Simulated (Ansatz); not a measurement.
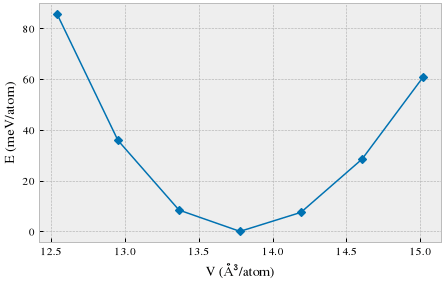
Figure: ScRh3N (anti-perovskite, space group No. 221) under volume change, the program Ansatz at the PBE level (PAW), scaled uniformly.

### Question
What does a third-order Birch–Murnaghan fit give for V₀, B₀ and B′?

### Answer
V₀ = 13.78 Å³/atom, B₀ = 206 GPa, B′ = 4.7.

Space group Pm-3m (anti-perovskite). The start of the workflow was typed in or built on a structure type; neither database checked (COD, Materials Project) lists it. Its standing as an ambient phase is unchecked. The cell was relaxed with PBE under the symmetry of its start; its stability against distortions is not shown here. The workflow began spin-polarised and lost its moments.

Potentials: the earlier of the program's two PAW sets.
